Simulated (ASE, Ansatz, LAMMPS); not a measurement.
**Structural relaxation of 60-degree dislocation dipole in a C-Si solid solution (shuffle set) (120 atoms)**

Aim: bring 60-degree dislocation dipole in a C-Si solid solution (shuffle set) (120 atoms) to a nearby minimum of the energy and see what moves.

Calculated with Ansatz 0.2.0; Kohn-Sham DFT, PBE, PAW (set soft_2), plane waves.

## (1) The starting structure

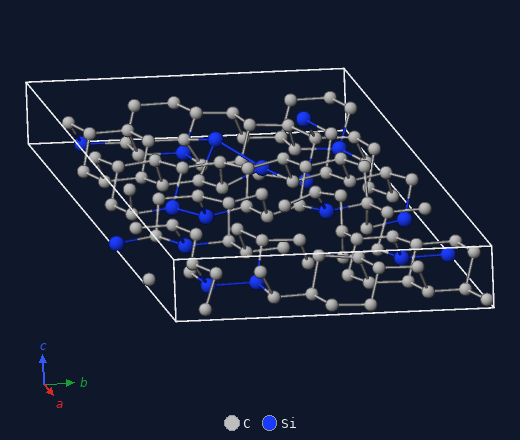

Start, viewed slightly off an axis; carbon light grey, silicon blue. Bonds to atoms that aren't drawn are left out. Some periodic images of atoms are drawn too.

The cell holds 120 atoms: 104 C and 16 Si. Its edges and angles: a = 23.330 Å, b = 13.266 Å, c = 2.694 Å, α = 92.9°, β = 90.0°, γ = 85.0°. It derives from C and Si. Diamond-structure C lattice (a = 3.8098 Å, the value set for the mixture), x, y, z along [11-2], [111], [1-10], 5 x 2 x 1 period; two opposite 60-degree dislocations along z, half a cell apart on one glide plane, laid by the isotropic elastic field summed over images, cell tilted by half the Burgers vector; 16 of 120 C sites given to Si at random (lattice constant by Vegard's rule between C and Si); minimised with a classical potential.

Limits known from the start: The cell is under 6 Å thick along one periodic direction, so every atom has periodic images of itself close by, which move with it and show among its neighbours and in g(r). The host structure and its lattice constant were typed by rule, without a check against the phase diagram.

## (2) Making the structure

A minimisation with a classical potential prepares the built cell.

This step: classical potential: Tersoff form (Erhart and Albe, Phys. Rev. B 71, 035211 (2005)) (LAMMPS stable Jul 2025 - Update 4).

File in.lammps:

```
units metal
atom_style atomic
boundary p p p
atom_modify map array
read_data structure.data
pair_style tersoff
pair_coeff * * SiC_Erhart-Albe.tersoff C Si
thermo_style custom step temp pe press lx ly lz fmax
thermo 200
min_style cg
minimize 0 1e-4 3000 30000
write_data relaxed.data nocoeff
```

On the command line:

```console
$ lmp -in in.lammps -log log.lammps -screen none -nocite
```

Numbers of over 12 decimals in the logs are rounded to 6 here.

The log of the run:

```text
LAMMPS (22 Jul 2025 - Update 4)
  120 atoms
   Step          Temp          PotEng         Press            Lx             Ly             Lz            Fmax     
         0   0             -649.87108      630204.39      23.330165      13.214708      2.6904344      29.344298    
       200   0             -761.94604      195810.55      23.330165      13.214708      2.6904344      0.00011182702
       213   0             -761.94604      195811.29      23.330165      13.214708      2.6904344      2.5536699e-05
Loop time of 1.29392 on 1 procs for 213 steps with 120 atoms
Minimization stats:
  Stopping criterion = force tolerance
  Energy initial, next-to-last, final = 
     -649.871079396964  -761.946041915339  -761.946041915298
  Force two-norm initial, final = 131.22832 8.5811768e-05
  Force max component initial, final = 29.344298 2.5536699e-05
  Iterations, force evaluations = 213 687
```

Elapsed: 1.6 s, on 1 thread of Intel Xeon at 2.80GHz (Skylake/Cascade Lake), shared host.

## (3) Single point at the start

A single point comes first, to see the forces before anything moves.

File input.yaml:

```yaml
crystal:
  lattice:
    - [23.33017, 0.0, 0.0]
    - [1.1665, 13.21471, 0.0]
    - [0.0, -0.1373, 2.69043]
  atoms:
    - { symbol: C, position: [0.89838, 0.98886, 0.61338] }
    - { symbol: C, position: [0.89932, 0.1039, 0.62159] }
    - { symbol: C, position: [0.95432, 0.15198, 0.61153] }
    - { symbol: C, position: [0.9535, 0.29184, 0.60282] }
    - { symbol: C, position: [0.80601, 0.00652, 0.12087] }
    - { symbol: C, position: [0.78248, 0.14541, 0.1426] }
    - { symbol: Si, position: [0.8578, 0.1692, 0.13252] }
    - { symbol: Si, position: [0.84759, 0.32636, 0.12471] }
    - { symbol: C, position: [0.92604, 0.34335, 0.10267] }
    - { symbol: C, position: [0.91764, 0.46655, 0.10452] }
    - { symbol: C, position: [0.68726, 0.02366, 0.60586] }
    - { symbol: C, position: [0.68971, 0.13839, 0.63719] }
    - { symbol: C, position: [0.74961, 0.18449, 0.64805] }
    - { symbol: C, position: [0.7379, 0.31983, 0.6696] }
    - { symbol: C, position: [0.79651, 0.37007, 0.64474] }
    - { symbol: C, position: [0.80513, 0.48427, 0.65144] }
    - { symbol: C, position: [0.88252, 0.50799, 0.61579] }
    - { symbol: C, position: [0.89377, 0.62835, 0.59147] }
    - { symbol: C, position: [0.95681, 0.66266, 0.59669] }
    - { symbol: C, position: [0.9607, 0.78321, 0.59794] }
    - { symbol: Si, position: [0.59255, 0.00345, 0.0871] }
    - { symbol: C, position: [0.57123, 0.13784, 0.12278] }
    - { symbol: Si, position: [0.6437, 0.19737, 0.15608] }
    - { symbol: C, position: [0.63944, 0.33547, 0.18987] }
    - { symbol: C, position: [0.70386, 0.36025, 0.18869] }
    - { symbol: C, position: [0.69903, 0.47965, 0.2268] }
    - { symbol: C, position: [0.77272, 0.52249, 0.1761] }
    - { symbol: C, position: [0.80437, 0.63253, 0.04762] }
    - { symbol: C, position: [0.8662, 0.67089, 0.09416] }
    - { symbol: C, position: [0.86985, 0.79208, 0.09779] }
    - { symbol: C, position: [0.93088, 0.82603, 0.10109] }
    - { symbol: C, position: [0.92842, 0.94468, 0.10833] }
    - { symbol: C, position: [0.46992, 0.99219, 0.55386] }
    - { symbol: C, position: [0.47149, 0.10404, 0.59317] }
    - { symbol: C, position: [0.5403, 0.16396, 0.62604] }
    - { symbol: C, position: [0.55116, 0.28278, 0.67856] }
    - { symbol: C, position: [0.60366, 0.35527, 0.69768] }
    - { symbol: C, position: [0.58259, 0.46949, 0.75809] }
    - { symbol: C, position: [0.6573, 0.50656, 0.77437] }
    - { symbol: C, position: [0.71942, 0.65622, 0.50612] }
    - { symbol: C, position: [0.78082, 0.67445, 0.55481] }
    - { symbol: C, position: [0.78581, 0.78574, 0.58502] }
    - { symbol: C, position: [0.84064, 0.83463, 0.60116] }
    - { symbol: C, position: [0.83529, 0.96036, 0.61461] }
    - { symbol: C, position: [0.38275, 0.96804, 0.03739] }
    - { symbol: C, position: [0.37629, 0.08748, 0.07784] }
    - { symbol: C, position: [0.43786, 0.1237, 0.09435] }
    - { symbol: Si, position: [0.42582, 0.25768, 0.13311] }
    - { symbol: Si, position: [0.50262, 0.32784, 0.19064] }
    - { symbol: C, position: [0.4822, 0.46487, 0.27037] }
    - { symbol: C, position: [0.54463, 0.50073, 0.28239] }
    - { symbol: C, position: [0.63916, 0.61293, 0.92021] }
    - { symbol: C, position: [0.68648, 0.67136, 0.98774] }
    - { symbol: C, position: [0.66475, 0.79005, 0.02647] }
    - { symbol: Si, position: [0.73942, 0.83175, 0.09501] }
    - { symbol: Si, position: [0.73205, 0.98163, 0.09718] }
    - { symbol: C, position: [0.28926, 0.95774, 0.53817] }
    - { symbol: C, position: [0.28224, 0.08349, 0.56887] }
    - { symbol: C, position: [0.34294, 0.12768, 0.58918] }
    - { symbol: C, position: [0.33118, 0.24944, 0.62966] }
    - { symbol: C, position: [0.38455, 0.31095, 0.64897] }
    - { symbol: C, position: [0.39183, 0.42673, 0.73478] }
    - { symbol: C, position: [0.44673, 0.48889, 0.7795] }
    - { symbol: C, position: [0.51975, 0.61466, 0.36171] }
    - { symbol: Si, position: [0.58983, 0.6679, 0.45614] }
    - { symbol: C, position: [0.57227, 0.80453, 0.50645] }
    - { symbol: C, position: [0.63726, 0.83739, 0.53749] }
    - { symbol: C, position: [0.63818, 0.95537, 0.57555] }
    - { symbol: C, position: [0.19771, 0.97189, 0.05449] }
    - { symbol: C, position: [0.18771, 0.08748, 0.07277] }
    - { symbol: C, position: [0.24847, 0.12534, 0.07523] }
    - { symbol: C, position: [0.24053, 0.24527, 0.09209] }
    - { symbol: C, position: [0.30076, 0.28371, 0.13408] }
    - { symbol: C, position: [0.30536, 0.39619, 0.19813] }
    - { symbol: C, position: [0.36071, 0.44398, 0.22774] }
    - { symbol: C, position: [0.42991, 0.60892, 0.86294] }
    - { symbol: C, position: [0.48772, 0.65216, 0.88671] }
    - { symbol: C, position: [0.4746, 0.76953, 0.95285] }
    [... 36 atom lines left out ...]
    - { symbol: C, position: [0.04917, 0.65423, 0.0932] }
    - { symbol: C, position: [0.05371, 0.77105, 0.09147] }
    - { symbol: C, position: [0.11878, 0.78362, 0.08083] }
    - { symbol: Si, position: [0.12648, 0.92022, 0.08319] }
    - { symbol: C, position: [0.02371, 0.81834, 0.59575] }
    - { symbol: C, position: [0.02121, 0.9438, 0.59994] }
kpoints:
  mp_grid: { grid: [1, 1, 6] }
hamiltonian:
  xc: pbe
scf:
  occupations: { method: fermi_dirac, width: 0.025 }
output:
  forces: true
```

On the command line:

```console
$ ansatz run input.yaml --threads 4 --pin off --max-ram 8192MiB --backend cpu --events-out ev --progress --plain --runs-dir out
```

The log of the run:

```text
Engine: ansatz 0.2.0, aarch64-unknown-linux-gnu
Pseudopotentials: kind: paw
Pseudopotential: C, paw, valence charge 4, recommended cutoff 420 eV (normal), C.paw.azcp
Pseudopotential: Si, paw, valence charge 4, recommended cutoff 420 eV (normal), Si.paw.azcp
[... 5 lines on functional and potentials left out ...]
Crystal: 120 atoms, lattice volume = 829.463 Å³
Basis set: ecut = 420 eV, 16309 PW (Γ), exchange–correlation on 320×180×40 points (8 copies of the dense FFT grid, shifted against one another)
Bands: 360, of which v1, the nominal top of the filled ones, is band 240 counted from 1 (239 counted from 0)
Symmetry: 1 space group operations
Space group: P1 (ITA 1), of the structure as read, at distance tolerance 9.4e-5 Å
k-points: 4 of 6 (time reversal used)
[... 5 lines on functional and potentials left out ...]
Initial density: superposition of atomic densities (neutral atoms: chi_scale 0, normalization atom), corrected by the library's trained network
Initial wavefunctions: pseudopotential atomic-orbital guess
Functional: x = pbe(κ = 0.804, μ = 0.219515), c = pbe(β = 0.066725)
SCF iter   1: F=—  HF=-36185.039502 eV  |F-HF|=—  |Δ(HF+E_count)|=         —  Δρ=1.51e-2  dr2=7.63e0  ethr=1.77e-3  ⟨swp⟩=6.0  Hψ=6234  notcnv=0  defer=306
preconditioner: auto → Resta (q_TF=auto, 2.491 Å⁻¹)  ε∞=4.8  [insulator: Δε(μ)=0.106 eV  Ē_g=14.425 eV  σ=0.025 eV  W_gap=0.79  n_scr=196 (ndim 8)  ℏωp=28.2 eV  f_vac=0.000  D(μ)=2.73/eV (n_scr^D=14)  ε∞_Penn≈4.8]
SCF iter   2: F=—  HF=-36184.398729 eV  |F-HF|=—  |Δ(HF+E_count)|=   6.41e-1  Δρ=6.69e-3  dr2=2.01e0  ethr=1.59e-3  ⟨swp⟩=1.0  Hψ=1656  notcnv=0  defer=337
SCF iter   3: F=—  HF=-36184.242095 eV  |F-HF|=—  |Δ(HF+E_count)|=   1.57e-1  Δρ=3.96e-3  dr2=1.17e0  ethr=4.19e-4  ⟨swp⟩=2.0  Hψ=1027  notcnv=0  defer=448
SCF iter   4: F=—  HF=-36184.200348 eV  |F-HF|=—  |Δ(HF+E_count)|=   4.17e-2  Δρ=2.58e-3  dr2=3.68e-1  ethr=2.43e-4  ⟨swp⟩=2.8  Hψ=1515  notcnv=0  defer=443
SCF iter   5: F=—  HF=-36184.195995 eV  |F-HF|=—  |Δ(HF+E_count)|=   4.35e-3  Δρ=1.58e-3  dr2=1.15e-1  ethr=7.67e-5  ⟨swp⟩=1.8  Hψ=1236  notcnv=0  defer=443
SCF iter   6: F=—  HF=-36184.191034 eV  |F-HF|=—  |Δ(HF+E_count)|=   4.96e-3  Δρ=8.91e-4  dr2=3.83e-2  ethr=2.40e-5  ⟨swp⟩=1.5  Hψ=1079  notcnv=0  defer=443
SCF iter   7: F=—  HF=-36184.188848 eV  |F-HF|=—  |Δ(HF+E_count)|=   2.19e-3  Δρ=2.65e-4  dr2=2.50e-3  ethr=7.98e-6  ⟨swp⟩=2.0  Hψ=1058  notcnv=0  defer=115
automatic band count: iteration 7 solves 278 bands in place of 360: the levels show a gap, and the empty bands left out lie too high to hold charge; the band table lists the bands solved (type scf.n_extra_bands for more)
SCF iter   8: F=—  HF=-36184.188685 eV  |F-HF|=—  |Δ(HF+E_count)|=   1.63e-4  Δρ=6.29e-5  dr2=1.84e-4  ethr=5.20e-7  ⟨swp⟩=2.0  Hψ=1268  notcnv=0  defer=115
SCF iter   9: F=—  HF=-36184.188701 eV  |F-HF|=—  |Δ(HF+E_count)|=   1.64e-5  Δρ=3.51e-5  dr2=9.97e-5  ethr=3.82e-8  ⟨swp⟩=2.0  Hψ=1149  notcnv=0  defer=115
SCF iter  10: F=—  HF=-36184.188730 eV  |F-HF|=—  |Δ(HF+E_count)|=   2.88e-5  Δρ=1.16e-5  dr2=8.24e-6  ethr=2.08e-8  ⟨swp⟩=1.0  Hψ=1079  notcnv=0  defer=115
SCF iter  11: F=—  HF=-36184.188730 eV  |F-HF|=—  |Δ(HF+E_count)|=   4.40e-7  Δρ=6.03e-6  dr2=1.07e-6  ethr=1.72e-9  ⟨swp⟩=2.0  Hψ=1228  notcnv=0  defer=115
SCF iter  12: F=-36184.188730 eV  HF=-36184.188730 eV  |F-HF|=1.41e-8  |Δ(HF+E_count)|=   6.90e-8  Δρ=9.16e-7  dr2=1.65e-8  ethr=2.08e-11  ⟨swp⟩=3.0  Hψ=4132  notcnv=0
SCF 1 converged in 12 iterations: F = -36184.188730 eV  dr2 = 1.65e-8
  greatest PAW one-centre occupation: 0.696 electrons in one spin orbital (limit 2), on the Si atom at site 55 (counted from 0), in its partial waves of l = 0
SCF converged after 12 iterations
Free energy (F): -36184.188730 eV
Harris-Foulkes:  -36184.188730 eV  (|F-HF|=1.41e-8)
Internal energy: -36184.157074 eV  (E = F + TS)
E sigma→0 (E₀):  -36184.172902 eV
Entropy (-TS):   -0.031656 eV (-0.264 meV/atom)
Fermi energy:    13.536948 eV
--- Per-component energies (eV) ---
  E_band       = 1910.731353
  E_kinetic    = 10149.245431
  E_local      = -9387.247175  (includes V_loc(G=0)·N_el)
  E_nonlocal   = 3191.108131
  E_hartree    = 2845.860634
  E_xc         = -5938.306750
  E_vxc        = -7022.797253  (∫ρ·V_xc dr)
  E_paw        = -18509.646005  (= ΣΔE_a)
  E_vpaw       = -711.296809  (= ΣTr[D̂ρ^β])
  E_aug_tail   = 0.000965  (compensation charges beyond the density's cutoff)
  E_ewald      = -18535.172306
  E_smearing   = -0.031656  (= −TS)
  E_closure    = 0.000000  (closes the sum)
  Σ components = -36184.188730   (vs F -36184.188730, Δ=0.00e0)
--- Forces (eV/Å), atoms counted from 1 ---
  atom   1  C     -0.09181534    -0.28857537    -0.09799942
  atom   2  C     -3.28353461     1.49007087     0.03460620
  atom   3  C     -0.78825152    -0.20573746    -0.02024565
  atom   4  C      0.69590311     1.01431432     0.00661018
  atom   5  C     -0.63457344     0.55573440    -0.05139004
  atom   6  C      0.22461603    -0.46537415    -0.07017839
  atom   7  Si    -0.35095278    -3.21992097     0.20340499
  atom   8  Si    -1.44963606     0.79187001     0.17827367
  atom   9  C     -1.32570344     0.59730954    -0.17832081
  atom  10  C     -0.34416664    -0.56538439     0.04752817
  atom  11  C      1.12275432     1.01670587     0.14431782
  atom  12  C     -1.92393984     1.71814274     0.22496124
  atom  13  C     -0.38976135    -0.61358143    -0.02945096
  atom  14  C      0.29877771    -0.29195969    -0.15012940
[...]
atom 119  C     -0.19905468    -0.02414027    -0.06713763
  atom 120  C     -0.02566444    -0.47619406     0.13911102
  max |Σ_I F_I| component: 6.13e-5 eV/Å
```

The job ended after 83 s (4 threads of Arm Neoverse V1, shared host; peak memory 4.3 GiB; 4.2 min of CPU time).

In the SCF lines HF is the Harris–Foulkes energy and dr2 the Hartree energy of the density residual, in eV; the loop may stop once dr2 is under the threshold and the program's other checks hold. Hψ counts applications of the Hamiltonian.

The run gave:

```
free energy            : -36184.1887 eV
free energy per atom   : -301.5349 eV/atom
SCF cycles             : 12
r.m.s. force component : 1.058 eV/Å
longest force          : 4.648 eV/Å
Fermi energy           : 13.54 eV
```

The r.m.s. force component of 1.1 eV/Å sets the starting point.

Length of the force by element:

| element | coordination | atoms | mean length of the force (eV/Å) | spread | least | most |
| --- | --- | --- | --- | --- | --- | --- |
| C | all | 104 | 1.40 | 1.05 | 0.0952 | 4.16 |
| Si | all | 16 | 2.09 | 0.956 | 0.633 | 4.65 |

[end of part 1 of 3]

[Logs are printed without paths, hosts, clocks, repeated set-up lines and the standing remarks that a program may print on its own settings, such as how far it seeks lower states.]

[Hosts, paths, dates, database ids (printed as entryN), source tags and the programs' standing remarks are cut or masked in the printed files.]
